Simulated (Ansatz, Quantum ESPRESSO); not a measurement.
**ZnAgH3 (Pm-3m): zone-centre phonons**

Which modes does ZnAgH3 (Pm-3m) have at the zone centre?

Method: DFT LDA, scalar-relativistic, plane waves, PseudoDojo norm-conserving pseudopotentials, in Quantum ESPRESSO 8.0 development, patched.

The structure was built from a prototype and need not be the compound's stable phase.

### 1. The starting structure

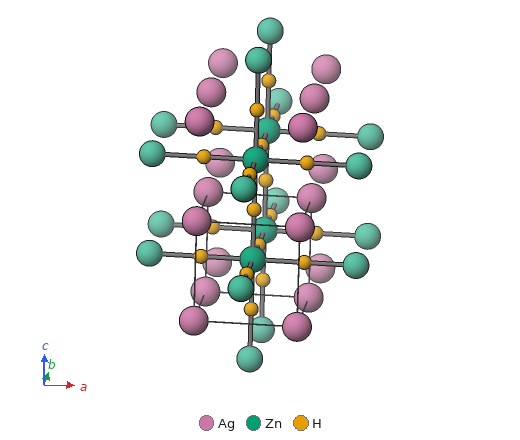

The starting structure, seen slightly off an axis (silver pink, zinc teal, hydrogen orange). 1×2×2 cells are drawn. Some periodic images of atoms are drawn too.

### 2. A probe with smearing

A cheap run with smearing and empty bands tells whether the crystal has a gap, which decides between fixed occupations and smearing later on.

The input, probe.in:

```
 &control
    calculation='scf',
    prefix='x',
    outdir='./tmp',
    pseudo_dir='./pseudo',
    tprnfor=.true.,
    tstress=.true.,
    verbosity='high',
 /
 &system
    ibrav=0,
    nat=5,
    ntyp=3,
    ecutwfc=86.0,
    occupations='smearing',
    smearing='gaussian',
    degauss=0.01,
 /
 &electrons
    conv_thr=1.0d-07,
    mixing_beta=0.7,
    electron_maxstep=100,
 /
ATOMIC_SPECIES
 Ag    107.8682  Ag.upf
 Zn     65.3800  Zn.upf
 H       1.0080  H.upf
CELL_PARAMETERS angstrom
     4.151600000    0.000000000    0.000000000
     0.000000000    4.151600000    0.000000000
     0.000000000    0.000000000    4.151600000
ATOMIC_POSITIONS crystal
 Ag     0.000000000   0.000000000   0.000000000
 Zn     0.500000000   0.500000000   0.500000000
 H      0.500000000   0.500000000   0.000000000
 H      0.500000000   0.000000000   0.500000000
 H      0.000000000   0.500000000   0.500000000
K_POINTS automatic
 4 4 4 0 0 0
```

Started as:

```sh
$ OMP_NUM_THREADS=1 mpirun -n 4 pw.x -nk 4 -in probe.in > probe.out
```

Log:

```text
[banners, grids, parts of the stress and lines that vanish by symmetry left out]
Program PWSCF v.8.0dev
     WARNING: in Zn.upf r*V + 2Z of the local potential grows by 2.5E-04 Ry bohr beyond 6 bohr.
     This is noise, and it is removed from  9.08 to  12.95 bohr, as mend_local_tail asks.
[...]
kinetic-energy cutoff     =      86.0000  Ry
     charge density cutoff     =     344.0000  Ry
     scf convergence threshold =      1.0E-07
[...]
Exchange-correlation= SLA-PW-NOGX-NOGC
                           (   1   4   0   0   0   0   0)
[...]
48 Sym. Ops., with inversion, found
[...]
(     0          1          0      )
                  (     0          0          1      )
[...]
(  0.0000000  1.0000000  0.0000000 )
                  (  0.0000000  0.0000000  1.0000000 )
[...]
( -1.0000000  0.0000000  0.0000000 )
                  (  0.0000000  1.0000000  0.0000000 )
[...]
number of k points=    10  Gaussian smearing, width (Ry)=  0.0100
[...]
End of self-consistent calculation
[...]
the Fermi energy is     5.3902 ev
!    total energy              =    -730.93183972 Ry
[...]
convergence has been achieved in   8 iterations
[...]
atom    1 type  1   force =     0.00000000    0.00000000    0.00000000
     atom    2 type  2   force =     0.00000000    0.00000000    0.00000000
     atom    3 type  3   force =     0.00000000    0.00000000    0.00000000
     atom    4 type  3   force =     0.00000000    0.00000000    0.00000000
     atom    5 type  3   force =     0.00000000    0.00000000    0.00000000
[...]
Total force =     0.000000     Total SCF correction =     0.000000
[...]
total   stress  (Ry/bohr**3)                   (kbar)     P=     -146.88
[...]
XML data file, charge density, pseudopotentials, collected wavefunctions

   JOB DONE.
```

The job ended after 6.5 s (4 MPI ranks of Intel Xeon Platinum 8375C at 2.90GHz (Ice Lake), shared host; 25 s of CPU time).

Numbers from this step:

| Quantity | Value |
| --- | --- |
| volume per atom | 14.31 Å³ |
| pressure | -14.69 GPa |
| gap on the k-mesh | 0 eV |

No gap opens on this mesh, so smearing is kept; the start stands at -15 GPa.

### 3. Relaxation

The relaxation runs at a cutoff a fifth above that of the response, since stress converges more slowly with the basis than frequencies do. Forces and stress are brought to rest with tight thresholds.

The input, relax.in:

```
 &control
    calculation='vc-relax',
    prefix='x',
    outdir='./tmp',
    pseudo_dir='./pseudo',
    tprnfor=.true.,
    tstress=.true.,
    forc_conv_thr=2.0d-05,
    etot_conv_thr=1.0d-07,
    nstep=40,
 /
 &system
    ibrav=0,
    nat=5,
    ntyp=3,
    ecutwfc=103,
    occupations='smearing',
    smearing='mv',
    degauss=0.02,
 /
 &electrons
    conv_thr=1.0d-11,
    mixing_beta=0.7,
    electron_maxstep=100,
 /
 &ions
 /
 &cell
    press_conv_thr=0.2,
 /
ATOMIC_SPECIES
 Ag    107.8682  Ag.upf
 Zn     65.3800  Zn.upf
 H       1.0080  H.upf
CELL_PARAMETERS angstrom
     4.151600000    0.000000000    0.000000000
     0.000000000    4.151600000    0.000000000
     0.000000000    0.000000000    4.151600000
ATOMIC_POSITIONS crystal
 Ag     0.000000000   0.000000000   0.000000000
 Zn     0.500000000   0.500000000   0.500000000
 H      0.500000000   0.500000000   0.000000000
 H      0.500000000   0.000000000   0.500000000
 H      0.000000000   0.500000000   0.500000000
K_POINTS automatic
 8 8 8 0 0 0
```

Started as:

```sh
$ OMP_NUM_THREADS=1 mpirun -n 4 pw.x -nk 4 -in relax.in > relax.out
```

Log:

```text
[banners, grids, parts of the stress and lines that vanish by symmetry left out]
[banner, memory and clock lines left out]
Program PWSCF v.8.0dev

[...]
kinetic-energy cutoff     =     103.0000  Ry
     charge density cutoff     =     412.0000  Ry
     scf convergence threshold =      1.0E-11
[...]
energy convergence thresh.=      1.0E-07
     force convergence thresh. =      2.0E-05
     press convergence thresh. =      2.0E-01
     Exchange-correlation= SLA-PW-NOGX-NOGC
                           (   1   4   0   0   0   0   0)
[...]
48 Sym. Ops., with inversion, found
[...]
number of k points=    35  Marzari-Vanderbilt smearing, width (Ry)=  0.0200
[...]
End of self-consistent calculation
[...]
the Fermi energy is     5.2772 ev
!    total energy              =    -730.92859450 Ry
[...]
convergence has been achieved in  11 iterations
[...]
atom    1 type  1   force =     0.00000000    0.00000000    0.00000000
     atom    2 type  2   force =     0.00000000    0.00000000    0.00000000
     atom    3 type  3   force =     0.00000000    0.00000000    0.00000000
     atom    4 type  3   force =     0.00000000    0.00000000    0.00000000
     atom    5 type  3   force =     0.00000000    0.00000000    0.00000000
     Total force =     0.000000     Total SCF correction =     0.000000
[...]
total   stress  (Ry/bohr**3)                   (kbar)     P=     -145.58
[...]
number of bfgs steps    =   0
[...]
CELL_PARAMETERS (angstrom)
[...]
ATOMIC_POSITIONS (crystal)
Ag               0.0000000000        0.0000000000        0.0000000000
Zn               0.5000000000        0.5000000000        0.5000000000
H                0.5000000000        0.5000000000        0.0000000000
H                0.5000000000        0.0000000000        0.5000000000
[...]
New effective cutoffs (rho, wfc):  432.94  108.29
[...]
End of self-consistent calculation
[...]
the Fermi energy is     6.1403 ev
!    total energy              =    -730.96311716 Ry
[...]
convergence has been achieved in   7 iterations
[...]
atom    1 type  1   force =     0.00000000    0.00000000    0.00000000
     atom    2 type  2   force =     0.00000000    0.00000000    0.00000000
     atom    3 type  3   force =     0.00000000    0.00000000    0.00000000
     atom    4 type  3   force =     0.00000000    0.00000000    0.00000000
     atom    5 type  3   force =     0.00000000    0.00000000    0.00000000
     Total force =     0.000000     Total SCF correction =     0.000000
[...]
total   stress  (Ry/bohr**3)                   (kbar)     P=     -144.20
[...]
number of bfgs steps    =   1
[...]
WARNING: bfgs curvature condition failed, Theta= 0.849
[...]
CELL_PARAMETERS (angstrom)
[...]
ATOMIC_POSITIONS (crystal)
[...]
New effective cutoffs (rho, wfc):  467.87  117.02
[...]
End of self-consistent calculation
[...]
the Fermi energy is     7.6216 ev
!    total energy              =    -731.00973559 Ry
[...]
convergence has been achieved in   9 iterations
[...]
atom    1 type  1   force =     0.00000000    0.00000000    0.00000000
     atom    2 type  2   force =     0.00000000    0.00000000    0.00000000
     atom    3 type  3   force =     0.00000000    0.00000000    0.00000000
[...]
number of bfgs steps    =   4
[...]
New effective cutoffs (rho, wfc):  560.80  140.27
[...]
the Fermi energy is    11.8771 ev
!    total energy              =    -731.06667519 Ry
[...]
convergence has been achieved in  10 iterations
[...]
Total force =     0.000000     Total SCF correction =     0.000000
[...]
total   stress  (Ry/bohr**3)                   (kbar)     P=      -10.75
[...]
number of bfgs steps    =   5
[...]
New effective cutoffs (rho, wfc):  565.01  141.32
[...]
the Fermi energy is    12.0803 ev
!    total energy              =    -731.06681530 Ry
[...]
convergence has been achieved in   8 iterations
[...]
Total force =     0.000000     Total SCF correction =     0.000000
[...]
total   stress  (Ry/bohr**3)                   (kbar)     P=       -1.30
[...]
number of bfgs steps    =   6
[...]
New effective cutoffs (rho, wfc):  565.59  141.47
[...]
the Fermi energy is    12.1083 ev
!    total energy              =    -731.06681730 Ry
[...]
convergence has been achieved in   6 iterations
[...]
Total force =     0.000000     Total SCF correction =     0.000000
[...]
total   stress  (Ry/bohr**3)                   (kbar)     P=        0.03
[...]
number of bfgs steps    =   7
[...]
small trust_radius: resetting bfgs history
[...]
CELL_PARAMETERS (angstrom)
[...]
ATOMIC_POSITIONS (crystal)
[...]
New effective cutoffs (rho, wfc):  565.59  141.47
[...]
End of self-consistent calculation
[...]
the Fermi energy is    12.1080 ev
!    total energy              =    -731.06681730 Ry
[...]
convergence has been achieved in   4 iterations
[...]
atom    3 type  3   force =     0.00000000    0.00000000    0.00000000
     atom    4 type  3   force =     0.00000000    0.00000000    0.00000000
     atom    5 type  3   force =     0.00000000    0.00000000    0.00000000
     Total force =     0.000000     Total SCF correction =     0.000000
[...]
total   stress  (Ry/bohr**3)                   (kbar)     P=        0.02
[...]
bfgs converged in   9 scf cycles and   8 bfgs steps
[...]
End of BFGS Geometry Optimization
     Final enthalpy           =    -731.0668173020 Ry
     File ./tmp/x.bfgs deleted, as requested
[...]
CELL_PARAMETERS (angstrom)
[...]
ATOMIC_POSITIONS (crystal)
[...]
H                0.5000000000        0.0000000000        0.5000000000
H                0.0000000000        0.5000000000        0.5000000000
[...]
Final scf calculation at the relaxed structure.
[...]
kinetic-energy cutoff     =     103.0000  Ry
     charge density cutoff     =     412.0000  Ry
     scf convergence threshold =      1.0E-13
[...]
press convergence thresh. =      2.0E-01
     Exchange-correlation= SLA-PW-NOGX-NOGC
                           (   1   4   0   0   0   0   0)
[...]
48 Sym. Ops., with inversion, found
[...]
number of k points=    35  Marzari-Vanderbilt smearing, width (Ry)=  0.0200
[...]
End of self-consistent calculation
[...]
the Fermi energy is    12.1080 ev
!    total energy              =    -731.06676349 Ry
[...]
convergence has been achieved in  12 iterations
[...]
atom    1 type  1   force =     0.00000000    0.00000000    0.00000000
     atom    2 type  2   force =     0.00000000    0.00000000    0.00000000
     atom    3 type  3   force =     0.00000000    0.00000000    0.00000000
     atom    4 type  3   force =     0.00000000    0.00000000    0.00000000
     atom    5 type  3   force =     0.00000000    0.00000000    0.00000000
     Total force =     0.000000     Total SCF correction =     0.000000
[...]
total   stress  (Ry/bohr**3)                   (kbar)     P=       -0.02
[...]
XML data file, charge density, pseudopotentials, collected wavefunctions
```

It took 2.9 min on 4 MPI ranks.

The steps of the relaxation:

```tsv
step	energy less that of the first step (eV)	largest force (eV/Å)	pressure (GPa)	volume (Å³)
1	0.0000	0.0000	-14.56	71.56
2	-0.4697	0.0000	-14.42	66.38
3	-1.1040	0.0000	-13.18	59.08
4	-1.7675	0.0000	-7.00	49.18
5	-1.8148	0.0000	7.31	41.37
6	-1.8787	0.0000	-1.07	45.02
7	-1.8806	0.0000	-0.13	44.52
8	-1.8806	0.0000	0.00	44.45
9	-1.8806	0.0000	0.00	44.45
10	-1.8799	0.0000	0.00	44.45
```

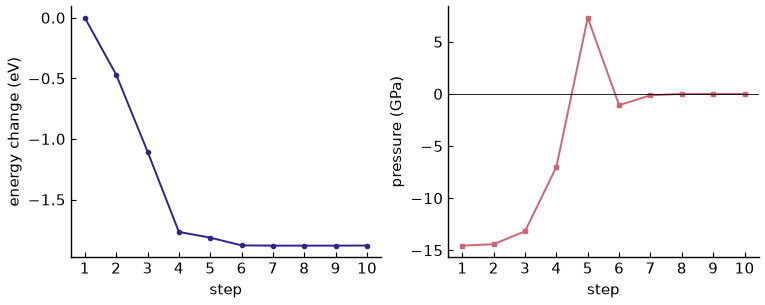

Energy and pressure along the relaxation.

```tsv
cell as run	before	after	change
a (Å)	4.152	3.542	-14.7 %
b (Å)	4.152	3.542	-14.7 %
c (Å)	4.152	3.542	-14.7 %
volume (Å³/atom)	14.31	8.89	-37.9 %
```

Final coordinates:

```cif
data_structure
_symmetry_space_group_name_H-M 'P 1'
_symmetry_Int_Tables_number 1
_cell_length_a 3.5424
_cell_length_b 3.5424
_cell_length_c 3.5424
_cell_angle_alpha 90.000
_cell_angle_beta 90.000
_cell_angle_gamma 90.000
_cell_volume 44.45
loop_
_atom_site_label
_atom_site_type_symbol
_atom_site_fract_x
_atom_site_fract_y
_atom_site_fract_z
_atom_site_occupancy
Ag1 Ag 0.00000 0.00000 0.00000 1
Zn2 Zn 0.50000 0.50000 0.50000 1
H3 H 0.50000 0.50000 0.00000 1
H4 H 0.50000 0.00000 0.50000 1
H5 H 0.00000 0.50000 0.50000 1
```

The last row of the table of steps is pw.x's closing run on a basis chosen anew for the final cell, so its energy can jump.

Numbers from this step:

```yaml
volume_per_atom: 8.890 Å³
pressure: -0.002 GPa
```

The volume changes by -37.9 % from the cell with which this run began.

### 4. Ground state

The response is built on this ground state, so it is converged far tighter than an energy would need. Smearing stays on, as the first look found no gap above 0.3 eV.

The input, scf.in:

```
 &control
    calculation='scf',
    prefix='x',
    outdir='./tmp',
    pseudo_dir='./pseudo',
    tprnfor=.true.,
    tstress=.true.,
 /
 &system
    ibrav=0,
    nat=5,
    ntyp=3,
    ecutwfc=86.0,
    occupations='smearing',
    smearing='mv',
    degauss=0.02,
 /
 &electrons
    conv_thr=1.0d-12,
    mixing_beta=0.7,
    electron_maxstep=100,
 /
ATOMIC_SPECIES
 Ag    107.8682  Ag.upf
 Zn     65.3800  Zn.upf
 H       1.0080  H.upf
CELL_PARAMETERS angstrom
     3.542407566    0.000000000    0.000000000
     0.000000000    3.542407566    0.000000000
     0.000000000    0.000000000    3.542407566
ATOMIC_POSITIONS crystal
 Ag     0.000000000   0.000000000   0.000000000
 Zn     0.500000000   0.500000000   0.500000000
 H      0.500000000   0.500000000   0.000000000
 H      0.500000000   0.000000000   0.500000000
 H      0.000000000   0.500000000   0.500000000
K_POINTS automatic
 8 8 8 0 0 0
```

Started as:

```sh
$ OMP_NUM_THREADS=1 mpirun -n 4 pw.x -nk 4 -in scf.in > scf.out
```

Log:

```text
[banners, grids, parts of the stress and lines that vanish by symmetry left out]
[banner, memory and clock lines left out]
Program PWSCF v.8.0dev

[...]
kinetic-energy cutoff     =      86.0000  Ry
     charge density cutoff     =     344.0000  Ry
     scf convergence threshold =      1.0E-12
[...]
Exchange-correlation= SLA-PW-NOGX-NOGC
                           (   1   4   0   0   0   0   0)
[...]
48 Sym. Ops., with inversion, found
[...]
number of k points=    35  Marzari-Vanderbilt smearing, width (Ry)=  0.0200
[...]
End of self-consistent calculation
[...]
the Fermi energy is    12.1080 ev
!    total energy              =    -731.06672541 Ry
[...]
convergence has been achieved in  12 iterations
[...]
atom    1 type  1   force =     0.00000000    0.00000000    0.00000000
     atom    2 type  2   force =     0.00000000    0.00000000    0.00000000
     atom    3 type  3   force =     0.00000000    0.00000000    0.00000000
     atom    4 type  3   force =     0.00000000    0.00000000    0.00000000
     atom    5 type  3   force =     0.00000000    0.00000000    0.00000000
     Total force =     0.000000     Total SCF correction =     0.000000
[...]
total   stress  (Ry/bohr**3)                   (kbar)     P=       -0.06
[...]
XML data file, charge density, pseudopotentials, collected wavefunctions
```

Run time: 13 s. Hardware: 4 MPI ranks.

Read from the output:

```yaml
pressure: -0.006000 GPa
```

The cell stands at -0.0060 GPa, close enough for phonons.

(Part 1 of 3 ends here.)

[Host names and launcher messages were left out of these logs when they were recorded.]

[Logs are printed without paths, hosts, clocks, repeated set-up lines and the standing remarks that a program may print on its own settings, such as how far it seeks lower states.]

[Hosts, paths, dates, database ids (printed as entryN), source tags and the programs' standing remarks are cut or masked in the printed files.]
